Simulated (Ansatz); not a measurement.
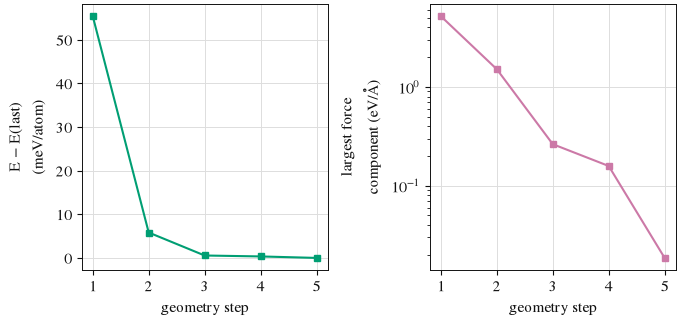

History of a geometry optimisation. Only the atoms move.

Mg27ClO26 (defect cell, 54 atoms in the cell, total charge +1); DFT, PBE, plane-wave PAW, default files, scalar-relativistic (Ansatz); cutoff 420 eV, 3×3×3 k-mesh, Fermi–Dirac smearing of 0.01 eV.

**How did it end, and what did it gain?**

The optimisation met its thresholds at geometry 5, counting the start as the first. The energy fell by about 55 meV/atom from the first step to the last. The largest force component goes from about 5.2 eV/Å at the start to 0.019 eV/Å at the end.
